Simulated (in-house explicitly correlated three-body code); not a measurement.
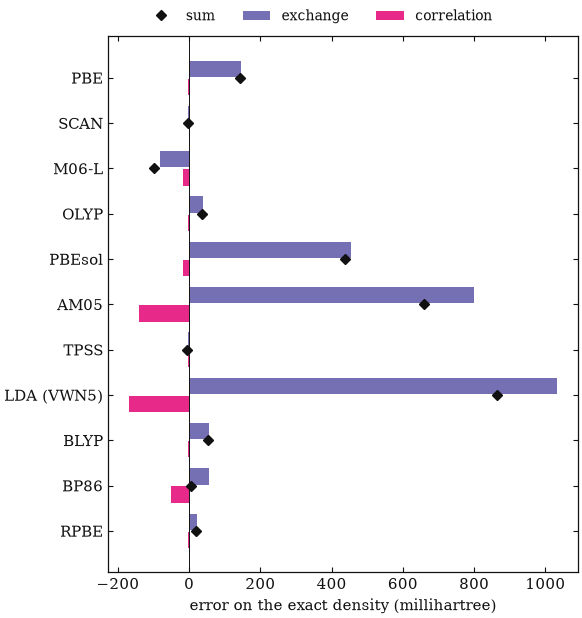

Two electrons around a point charge Z = 12 (Mg¹⁰⁺). Computed variationally in 260 exponentially correlated functions with an in-house code, non-relativistic, converged to about 10⁻⁸ of the energy. The exact exchange and correlation energies are −7278 and −45.85 millihartree. The plot shows the errors of AM05, BLYP, BP86, LDA (VWN5), M06-L, OLYP, PBE, PBEsol, RPBE, SCAN and TPSS, evaluated on the exact density.

Q: Rank the functionals.

A: By the size of the summed error (millihartree): SCAN −2.5, BP86 +5.7, TPSS −6.7, RPBE +20, OLYP +35, BLYP +52, M06-L −99, PBE +142, PBEsol +439, AM05 +659, LDA (VWN5) +864. Errors of exchange and correlation cancel by a quarter or more for SCAN (−4.0 and +1.5) and BP86 (+56 and −51).
